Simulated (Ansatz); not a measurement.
# GeH₃SOF₃: molecular dynamics (part 1 of 3)

- system: GeH₃SOF₃
- method: RKS PBE-D4/def2-SVP (Ansatz 0.2.0)

It belongs to a series of runs on one base structure; here: dynamics from the highest image of the converged band.

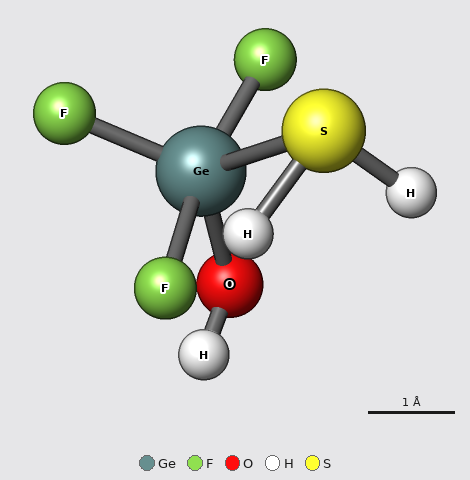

**Figure 1.** The input geometry (ball-and-stick view, seen at a tilt). Sticks mark near contacts. Bond lengths as drawn: F–Ge 1.74 to 1.98 Å, Ge–O 1.77 Å, Ge–S 2.47 Å, H–O 0.98 Å and H–S 1.36 to 1.50 Å.

Input
```yaml
crystal:
  periodic: [false, false, false]
  atoms:
    - { symbol: Ge, position_ang: [0.106693, -0.373391, -0.054305] }
    - { symbol: F, position_ang: [-0.706803, -0.668408, 1.725049] }
    - { symbol: F, position_ang: [1.176289, -0.419308, -1.442378] }
    - { symbol: F, position_ang: [0.07985, 1.342445, 0.231677] }
    - { symbol: O, position_ang: [-1.263093, -1.242298, -0.763811] }
    - { symbol: H, position_ang: [-1.913245, -1.359832, -0.040971] }
    - { symbol: S, position_ang: [1.805107, -1.490042, 1.355391] }
    - { symbol: H, position_ang: [1.429671, -2.710296, 0.872435] }
    - { symbol: H, position_ang: [0.49163, -1.257469, 2.038714] }
basis:
  gaussian: { orbitals: def2-SVP }
hamiltonian:
  xc: pbe
  dispersion: d4
md:
  timestep: 0.5
  n_steps: 200
  ensemble: nve
  temperature: 300.0
  initial_velocities: maxwell_boltzmann
  seed: 11522
```

Machine: 4 threads of AMD EPYC (Zen 3), 24 GiB of memory available, shared host.

Launch command:
```bash
ansatz run input.yaml --threads 4 --pin off --max-ram 5120MiB --backend cpu --events-out ev --progress --plain --runs-dir out
```

Output
```
Engine: ansatz 0.2.0, x86_64-unknown-linux-gnu
Functional definition: PBE
  parameter kappa = 0.804
  parameter beta = 0.06672455060314922
  exchange = pbe_x(kappa = kappa, mu = beta*pi^2/3)
  correlation = pbe_c(beta = beta)
1317 factors; their error is unknown
mean field evaluation 1: about -77551.6042 eV, gradient 7.8e1 eV
mean field evaluation 2: about -77486.3628 eV, gradient 1.9e2 eV
mean field evaluation 4: about -77560.9416 eV, gradient 1.8e1 eV
mean field evaluation 8: about -77561.4777 eV, gradient 2.6e-1 eV
mean field evaluation 16: about -77561.3973 eV, gradient 1.5e-3 eV
mean field -77561.39725129 eV, -2850.3287759815 hartree, gradient 6.9e-5 eV, S^2 0.000000; 0 other end points of the search recorded, 0 dependent functions left out
the calculation of the forces begins
reference -77561.39728203 eV, -2850.3287771112 hartree; 43, 43 occupied and 78, 78 virtual orbitals, 1317 factors
md step     0: t =     0.00 fs  T =   300.0 K  F+E_penalty+E_count = -77561.61007668 eV  E_kin = 0.271446 eV  conserved = -77561.33863068 eV  (29 SCF iters)
these checks for a lower state are left out or cut short: starts, cluster_reference, orbital_swaps, neighbouring_geometries, increment
1317 factors; their error is unknown
mean field -77561.39504810 eV, -2850.3286950157 hartree, gradient 2.3e-5 eV, S^2 0.000000; 0 other end points of the search recorded, 0 dependent functions left out
the calculation of the forces begins
reference -77561.39507878 eV, -2850.3286961434 hartree; 43, 43 occupied and 78, 78 virtual orbitals, 1317 factors
md step     1: t =     0.50 fs  T =   297.7 K  F+E_penalty+E_count = -77561.60792986 eV  E_kin = 0.269332 eV  conserved = -77561.33859747 eV  (29 SCF iters)
[... from here on the SCF iterations and repeated set-up lines of each step are left out, up to the last step ...]
md step     2: t =     1.00 fs  T =   291.0 K  F+E_penalty+E_count = -77561.60184640 eV  E_kin = 0.263328 eV  conserved = -77561.33851819 eV  (29 SCF iters)
md step     3: t =     1.50 fs  T =   281.4 K  F+E_penalty+E_count = -77561.59304210 eV  E_kin = 0.254621 eV  conserved = -77561.33842073 eV  (29 SCF iters)
md step     4: t =     2.00 fs  T =   270.4 K  F+E_penalty+E_count = -77561.58302261 eV  E_kin = 0.244682 eV  conserved = -77561.33834020 eV  (29 SCF iters)
md step     5: t =     2.50 fs  T =   259.4 K  F+E_penalty+E_count = -77561.57304614 eV  E_kin = 0.234746 eV  conserved = -77561.33830029 eV  (30 SCF iters)
md step     6: t =     3.00 fs  T =   249.2 K  F+E_penalty+E_count = -77561.56374936 eV  E_kin = 0.225444 eV  conserved = -77561.33830497 eV  (29 SCF iters)
md step     7: t =     3.50 fs  T =   239.6 K  F+E_penalty+E_count = -77561.55509493 eV  E_kin = 0.216759 eV  conserved = -77561.33833625 eV  (29 SCF iters)
md step     8: t =     4.00 fs  T =   230.2 K  F+E_penalty+E_count = -77561.54662973 eV  E_kin = 0.208260 eV  conserved = -77561.33836973 eV  (29 SCF iters)
md step     9: t =     4.50 fs  T =   220.5 K  F+E_penalty+E_count = -77561.53785844 eV  E_kin = 0.199473 eV  conserved = -77561.33838591 eV  (30 SCF iters)
md step    10: t =     5.00 fs  T =   210.2 K  F+E_penalty+E_count = -77561.52853876 eV  E_kin = 0.190160 eV  conserved = -77561.33837881 eV  (30 SCF iters)
md step    11: t =     5.50 fs  T =   199.4 K  F+E_penalty+E_count = -77561.51878126 eV  E_kin = 0.180428 eV  conserved = -77561.33835321 eV  (31 SCF iters)
md step    12: t =     6.00 fs  T =   188.6 K  F+E_penalty+E_count = -77561.50896919 eV  E_kin = 0.170646 eV  conserved = -77561.33832274 eV  (30 SCF iters)
md step    13: t =     6.50 fs  T =   178.2 K  F+E_penalty+E_count = -77561.49956544 eV  E_kin = 0.161266 eV  conserved = -77561.33829931 eV  (30 SCF iters)
md step    14: t =     7.00 fs  T =   168.7 K  F+E_penalty+E_count = -77561.49092237 eV  E_kin = 0.152632 eV  conserved = -77561.33829034 eV  (30 SCF iters)
md step    15: t =     7.50 fs  T =   160.1 K  F+E_penalty+E_count = -77561.48317078 eV  E_kin = 0.144876 eV  conserved = -77561.33829480 eV  (30 SCF iters)
md step    16: t =     8.00 fs  T =   152.4 K  F+E_penalty+E_count = -77561.47624190 eV  E_kin = 0.137939 eV  conserved = -77561.33830319 eV  (30 SCF iters)
md step    17: t =     8.50 fs  T =   145.6 K  F+E_penalty+E_count = -77561.47001911 eV  E_kin = 0.131717 eV  conserved = -77561.33830201 eV  (30 SCF iters)
md step    18: t =     9.00 fs  T =   139.6 K  F+E_penalty+E_count = -77561.46454868 eV  E_kin = 0.126268 eV  conserved = -77561.33828058 eV  (31 SCF iters)
md step    19: t =     9.50 fs  T =   134.8 K  F+E_penalty+E_count = -77561.46018858 eV  E_kin = 0.121947 eV  conserved = -77561.33824177 eV  (31 SCF iters)
md step    20: t =    10.00 fs  T =   131.9 K  F+E_penalty+E_count = -77561.45755698 eV  E_kin = 0.119353 eV  conserved = -77561.33820366 eV  (30 SCF iters)
md step    21: t =    10.50 fs  T =   131.6 K  F+E_penalty+E_count = -77561.45724201 eV  E_kin = 0.119049 eV  conserved = -77561.33819336 eV  (30 SCF iters)
md step    22: t =    11.00 fs  T =   133.9 K  F+E_penalty+E_count = -77561.45938649 eV  E_kin = 0.121156 eV  conserved = -77561.33823088 eV  (29 SCF iters)
md step    23: t =    11.50 fs  T =   138.2 K  F+E_penalty+E_count = -77561.46339648 eV  E_kin = 0.125084 eV  conserved = -77561.33831294 eV  (31 SCF iters)
md step    24: t =    12.00 fs  T =   143.2 K  F+E_penalty+E_count = -77561.46799890 eV  E_kin = 0.129587 eV  conserved = -77561.33841214 eV  (30 SCF iters)
md step    25: t =    12.50 fs  T =   147.2 K  F+E_penalty+E_count = -77561.47166500 eV  E_kin = 0.133175 eV  conserved = -77561.33849039 eV  (30 SCF iters)
md step    26: t =    13.00 fs  T =   148.8 K  F+E_penalty+E_count = -77561.47319308 eV  E_kin = 0.134674 eV  conserved = -77561.33851901 eV  (31 SCF iters)
md step    27: t =    13.50 fs  T =   147.7 K  F+E_penalty+E_count = -77561.47215642 eV  E_kin = 0.133666 eV  conserved = -77561.33849029 eV  (30 SCF iters)
md step    28: t =    14.00 fs  T =   144.3 K  F+E_penalty+E_count = -77561.46902695 eV  E_kin = 0.130609 eV  conserved = -77561.33841807 eV  (30 SCF iters)
md step    29: t =    14.50 fs  T =   139.9 K  F+E_penalty+E_count = -77561.46495883 eV  E_kin = 0.126628 eV  conserved = -77561.33833047 eV  (31 SCF iters)
md step    30: t =    15.00 fs  T =   136.0 K  F+E_penalty+E_count = -77561.46134785 eV  E_kin = 0.123089 eV  conserved = -77561.33825886 eV  (31 SCF iters)
md step    31: t =    15.50 fs  T =   133.8 K  F+E_penalty+E_count = -77561.45933638 eV  E_kin = 0.121109 eV  conserved = -77561.33822727 eV  (30 SCF iters)
md step    32: t =    16.00 fs  T =   133.9 K  F+E_penalty+E_count = -77561.45942673 eV  E_kin = 0.121180 eV  conserved = -77561.33824640 eV  (31 SCF iters)
md step    33: t =    16.50 fs  T =   135.9 K  F+E_penalty+E_count = -77561.46131610 eV  E_kin = 0.123007 eV  conserved = -77561.33830907 eV  (30 SCF iters)
md step    34: t =    17.00 fs  T =   138.8 K  F+E_penalty+E_count = -77561.46400895 eV  E_kin = 0.125616 eV  conserved = -77561.33839299 eV  (31 SCF iters)
md step    35: t =    17.50 fs  T =   141.1 K  F+E_penalty+E_count = -77561.46616795 eV  E_kin = 0.127700 eV  conserved = -77561.33846832 eV  (31 SCF iters)
md step    36: t =    18.00 fs  T =   141.5 K  F+E_penalty+E_count = -77561.46657905 eV  E_kin = 0.128069 eV  conserved = -77561.33850970 eV  (30 SCF iters)
md step    37: t =    18.50 fs  T =   139.3 K  F+E_penalty+E_count = -77561.46454667 eV  E_kin = 0.126039 eV  conserved = -77561.33850729 eV  (30 SCF iters)
md step    38: t =    19.00 fs  T =   134.4 K  F+E_penalty+E_count = -77561.46005236 eV  E_kin = 0.121582 eV  conserved = -77561.33847051 eV  (30 SCF iters)
md step    39: t =    19.50 fs  T =   127.3 K  F+E_penalty+E_count = -77561.45361893 eV  E_kin = 0.115197 eV  conserved = -77561.33842183 eV  (31 SCF iters)
md step    40: t =    20.00 fs  T =   118.9 K  F+E_penalty+E_count = -77561.44597785 eV  E_kin = 0.107595 eV  conserved = -77561.33838309 eV  (30 SCF iters)
md step    41: t =    20.50 fs  T =   109.8 K  F+E_penalty+E_count = -77561.43774456 eV  E_kin = 0.099383 eV  conserved = -77561.33836161 eV  (30 SCF iters)
md step    42: t =    21.00 fs  T =   100.5 K  F+E_penalty+E_count = -77561.42929026 eV  E_kin = 0.090940 eV  conserved = -77561.33835066 eV  (30 SCF iters)
md step    43: t =    21.50 fs  T =    91.2 K  F+E_penalty+E_count = -77561.42083610 eV  E_kin = 0.082500 eV  conserved = -77561.33833616 eV  (30 SCF iters)
md step    44: t =    22.00 fs  T =    82.2 K  F+E_penalty+E_count = -77561.41265555 eV  E_kin = 0.074347 eV  conserved = -77561.33830843 eV  (29 SCF iters)
md step    45: t =    22.50 fs  T =    74.0 K  F+E_penalty+E_count = -77561.40521459 eV  E_kin = 0.066946 eV  conserved = -77561.33826895 eV  (29 SCF iters)
md step    46: t =    23.00 fs  T =    67.3 K  F+E_penalty+E_count = -77561.39915074 eV  E_kin = 0.060922 eV  conserved = -77561.33822853 eV  (29 SCF iters)
md step    47: t =    23.50 fs  T =    62.9 K  F+E_penalty+E_count = -77561.39510754 eV  E_kin = 0.056906 eV  conserved = -77561.33820158 eV  (30 SCF iters)
md step    48: t =    24.00 fs  T =    61.1 K  F+E_penalty+E_count = -77561.39351331 eV  E_kin = 0.055314 eV  conserved = -77561.33819927 eV  (30 SCF iters)
md step    49: t =    24.50 fs  T =    62.1 K  F+E_penalty+E_count = -77561.39440797 eV  E_kin = 0.056183 eV  conserved = -77561.33822520 eV  (30 SCF iters)
md step    50: t =    25.00 fs  T =    65.3 K  F+E_penalty+E_count = -77561.39739019 eV  E_kin = 0.059117 eV  conserved = -77561.33827365 eV  (29 SCF iters)
md step    51: t =    25.50 fs  T =    70.0 K  F+E_penalty+E_count = -77561.40171128 eV  E_kin = 0.063381 eV  conserved = -77561.33833025 eV  (30 SCF iters)
md step    52: t =    26.00 fs  T =    75.3 K  F+E_penalty+E_count = -77561.40649953 eV  E_kin = 0.068123 eV  conserved = -77561.33837692 eV  (29 SCF iters)
md step    53: t =    26.50 fs  T =    80.3 K  F+E_penalty+E_count = -77561.41104942 eV  E_kin = 0.072653 eV  conserved = -77561.33839630 eV  (30 SCF iters)
md step    54: t =    27.00 fs  T =    84.8 K  F+E_penalty+E_count = -77561.41508442 eV  E_kin = 0.076704 eV  conserved = -77561.33838059 eV  (30 SCF iters)
md step    55: t =    27.50 fs  T =    89.0 K  F+E_penalty+E_count = -77561.41887365 eV  E_kin = 0.080537 eV  conserved = -77561.33833655 eV  (30 SCF iters)
md step    56: t =    28.00 fs  T =    93.8 K  F+E_penalty+E_count = -77561.42311850 eV  E_kin = 0.084832 eV  conserved = -77561.33828637 eV  (30 SCF iters)
md step    57: t =    28.50 fs  T =    99.9 K  F+E_penalty+E_count = -77561.42860643 eV  E_kin = 0.090347 eV  conserved = -77561.33825893 eV  (29 SCF iters)
md step    58: t =    29.00 fs  T =   107.7 K  F+E_penalty+E_count = -77561.43576295 eV  E_kin = 0.097487 eV  conserved = -77561.33827632 eV  (29 SCF iters)
md step    59: t =    29.50 fs  T =   117.1 K  F+E_penalty+E_count = -77561.44432087 eV  E_kin = 0.105980 eV  conserved = -77561.33834055 eV  (29 SCF iters)
md step    60: t =    30.00 fs  T =   127.0 K  F+E_penalty+E_count = -77561.45330079 eV  E_kin = 0.114872 eV  conserved = -77561.33842843 eV  (29 SCF iters)
md step    61: t =    30.50 fs  T =   135.8 K  F+E_penalty+E_count = -77561.46134783 eV  E_kin = 0.122841 eV  conserved = -77561.33850717 eV  (30 SCF iters)
md step    62: t =    31.00 fs  T =   142.2 K  F+E_penalty+E_count = -77561.46724665 eV  E_kin = 0.128699 eV  conserved = -77561.33854726 eV  (29 SCF iters)
md step    63: t =    31.50 fs  T =   145.7 K  F+E_penalty+E_count = -77561.47037407 eV  E_kin = 0.131837 eV  conserved = -77561.33853731 eV  (29 SCF iters)
md step    64: t =    32.00 fs  T =   146.3 K  F+E_penalty+E_count = -77561.47088416 eV  E_kin = 0.132399 eV  conserved = -77561.33848553 eV  (29 SCF iters)
md step    65: t =    32.50 fs  T =   145.0 K  F+E_penalty+E_count = -77561.46958658 eV  E_kin = 0.131173 eV  conserved = -77561.33841376 eV  (27 SCF iters)
md step    66: t =    33.00 fs  T =   142.9 K  F+E_penalty+E_count = -77561.46760930 eV  E_kin = 0.129262 eV  conserved = -77561.33834713 eV  (27 SCF iters)
md step    67: t =    33.50 fs  T =   141.1 K  F+E_penalty+E_count = -77561.46600076 eV  E_kin = 0.127695 eV  conserved = -77561.33830576 eV  (28 SCF iters)
md step    68: t =    34.00 fs  T =   140.5 K  F+E_penalty+E_count = -77561.46540982 eV  E_kin = 0.127111 eV  conserved = -77561.33829899 eV  (28 SCF iters)
md step    69: t =    34.50 fs  T =   141.0 K  F+E_penalty+E_count = -77561.46593347 eV  E_kin = 0.127609 eV  conserved = -77561.33832403 eV  (28 SCF iters)
md step    70: t =    35.00 fs  T =   142.3 K  F+E_penalty+E_count = -77561.46716070 eV  E_kin = 0.128794 eV  conserved = -77561.33836709 eV  (29 SCF iters)
md step    71: t =    35.50 fs  T =   143.7 K  F+E_penalty+E_count = -77561.46839146 eV  E_kin = 0.129984 eV  conserved = -77561.33840774 eV  (28 SCF iters)
md step    72: t =    36.00 fs  T =   144.3 K  F+E_penalty+E_count = -77561.46895941 eV  E_kin = 0.130533 eV  conserved = -77561.33842603 eV  (29 SCF iters)
md step    73: t =    36.50 fs  T =   143.8 K  F+E_penalty+E_count = -77561.46854339 eV  E_kin = 0.130132 eV  conserved = -77561.33841169 eV  (28 SCF iters)
md step    74: t =    37.00 fs  T =   142.5 K  F+E_penalty+E_count = -77561.46732995 eV  E_kin = 0.128960 eV  conserved = -77561.33837011 eV  (28 SCF iters)
md step    75: t =    37.50 fs  T =   141.0 K  F+E_penalty+E_count = -77561.46593110 eV  E_kin = 0.127610 eV  conserved = -77561.33832157 eV  (28 SCF iters)
md step    76: t =    38.00 fs  T =   140.1 K  F+E_penalty+E_count = -77561.46507763 eV  E_kin = 0.126787 eV  conserved = -77561.33829020 eV  (28 SCF iters)
md step    77: t =    38.50 fs  T =   140.3 K  F+E_penalty+E_count = -77561.46525561 eV  E_kin = 0.126968 eV  conserved = -77561.33828764 eV  (27 SCF iters)
md step    78: t =    39.00 fs  T =   141.7 K  F+E_penalty+E_count = -77561.46652124 eV  E_kin = 0.128214 eV  conserved = -77561.33830727 eV  (27 SCF iters)
md step    79: t =    39.50 fs  T =   144.0 K  F+E_penalty+E_count = -77561.46860916 eV  E_kin = 0.130283 eV  conserved = -77561.33832626 eV  (28 SCF iters)
md step    80: t =    40.00 fs  T =   146.9 K  F+E_penalty+E_count = -77561.47126097 eV  E_kin = 0.132937 eV  conserved = -77561.33832437 eV  (28 SCF iters)
md step    81: t =    40.50 fs  T =   150.6 K  F+E_penalty+E_count = -77561.47452708 eV  E_kin = 0.136230 eV  conserved = -77561.33829711 eV  (28 SCF iters)
md step    82: t =    41.00 fs  T =   155.4 K  F+E_penalty+E_count = -77561.47883766 eV  E_kin = 0.140580 eV  conserved = -77561.33825773 eV  (28 SCF iters)
md step    83: t =    41.50 fs  T =   162.0 K  F+E_penalty+E_count = -77561.48480116 eV  E_kin = 0.146572 eV  conserved = -77561.33822951 eV  (30 SCF iters)
md step    84: t =    42.00 fs  T =   170.9 K  F+E_penalty+E_count = -77561.49285098 eV  E_kin = 0.154618 eV  conserved = -77561.33823288 eV  (29 SCF iters)
md step    85: t =    42.50 fs  T =   182.0 K  F+E_penalty+E_count = -77561.50293135 eV  E_kin = 0.164656 eV  conserved = -77561.33827578 eV  (28 SCF iters)
md step    86: t =    43.00 fs  T =   194.5 K  F+E_penalty+E_count = -77561.51437216 eV  E_kin = 0.176022 eV  conserved = -77561.33835011 eV  (28 SCF iters)
md step    87: t =    43.50 fs  T =   207.3 K  F+E_penalty+E_count = -77561.52600954 eV  E_kin = 0.187574 eV  conserved = -77561.33843536 eV  (27 SCF iters)
md step    88: t =    44.00 fs  T =   218.8 K  F+E_penalty+E_count = -77561.53651055 eV  E_kin = 0.198006 eV  conserved = -77561.33850406 eV  (27 SCF iters)
md step    89: t =    44.50 fs  T =   228.0 K  F+E_penalty+E_count = -77561.54480223 eV  E_kin = 0.206271 eV  conserved = -77561.33853124 eV  (28 SCF iters)
md step    90: t =    45.00 fs  T =   234.3 K  F+E_penalty+E_count = -77561.55046255 eV  E_kin = 0.211959 eV  conserved = -77561.33850356 eV  (28 SCF iters)
md step    91: t =    45.50 fs  T =   238.2 K  F+E_penalty+E_count = -77561.55392536 eV  E_kin = 0.215498 eV  conserved = -77561.33842701 eV  (28 SCF iters)
md step    92: t =    46.00 fs  T =   241.0 K  F+E_penalty+E_count = -77561.55638213 eV  E_kin = 0.218054 eV  conserved = -77561.33832840 eV  (28 SCF iters)
md step    93: t =    46.50 fs  T =   244.4 K  F+E_penalty+E_count = -77561.55936184 eV  E_kin = 0.221115 eV  conserved = -77561.33824689 eV  (28 SCF iters)
md step    94: t =    47.00 fs  T =   249.7 K  F+E_penalty+E_count = -77561.56412663 eV  E_kin = 0.225910 eV  conserved = -77561.33821623 eV  (29 SCF iters)
md step    95: t =    47.50 fs  T =   257.4 K  F+E_penalty+E_count = -77561.57115443 eV  E_kin = 0.232907 eV  conserved = -77561.33824749 eV  (28 SCF iters)
md step    96: t =    48.00 fs  T =   267.1 K  F+E_penalty+E_count = -77561.57996958 eV  E_kin = 0.241646 eV  conserved = -77561.33832339 eV  (28 SCF iters)
md step    97: t =    48.50 fs  T =   277.4 K  F+E_penalty+E_count = -77561.58939984 eV  E_kin = 0.250989 eV  conserved = -77561.33841037 eV  (28 SCF iters)
md step    98: t =    49.00 fs  T =   286.9 K  F+E_penalty+E_count = -77561.59809235 eV  E_kin = 0.259616 eV  conserved = -77561.33847629 eV  (28 SCF iters)
md step    99: t =    49.50 fs  T =   294.5 K  F+E_penalty+E_count = -77561.60501156 eV  E_kin = 0.266507 eV  conserved = -77561.33850459 eV  (29 SCF iters)
md step   100: t =    50.00 fs  T =   299.7 K  F+E_penalty+E_count = -77561.60970598 eV  E_kin = 0.271209 eV  conserved = -77561.33849654 eV  (29 SCF iters)
md step   101: t =    50.50 fs  T =   302.6 K  F+E_penalty+E_count = -77561.61230100 eV  E_kin = 0.273836 eV  conserved = -77561.33846486 eV  (29 SCF iters)
md step   102: t =    51.00 fs  T =   303.8 K  F+E_penalty+E_count = -77561.61330751 eV  E_kin = 0.274883 eV  conserved = -77561.33842449 eV  (29 SCF iters)
md step   103: t =    51.50 fs  T =   303.9 K  F+E_penalty+E_count = -77561.61338003 eV  E_kin = 0.274992 eV  conserved = -77561.33838772 eV  (29 SCF iters)
md step   104: t =    52.00 fs  T =   303.7 K  F+E_penalty+E_count = -77561.61311956 eV  E_kin = 0.274759 eV  conserved = -77561.33836075 eV  (29 SCF iters)
md step   105: t =    52.50 fs  T =   303.5 K  F+E_penalty+E_count = -77561.61296826 eV  E_kin = 0.274625 eV  conserved = -77561.33834355 eV  (31 SCF iters)
md step   106: t =    53.00 fs  T =   303.8 K  F+E_penalty+E_count = -77561.61319866 eV  E_kin = 0.274864 eV  conserved = -77561.33833427 eV  (29 SCF iters)
md step   107: t =    53.50 fs  T =   304.6 K  F+E_penalty+E_count = -77561.61396213 eV  E_kin = 0.275635 eV  conserved = -77561.33832681 eV  (29 SCF iters)
md step   108: t =    54.00 fs  T =   306.2 K  F+E_penalty+E_count = -77561.61537441 eV  E_kin = 0.277057 eV  conserved = -77561.33831769 eV  (29 SCF iters)
md step   109: t =    54.50 fs  T =   308.6 K  F+E_penalty+E_count = -77561.61757341 eV  E_kin = 0.279265 eV  conserved = -77561.33830794 eV  (28 SCF iters)
md step   110: t =    55.00 fs  T =   312.1 K  F+E_penalty+E_count = -77561.62070273 eV  E_kin = 0.282398 eV  conserved = -77561.33830515 eV  (27 SCF iters)
```
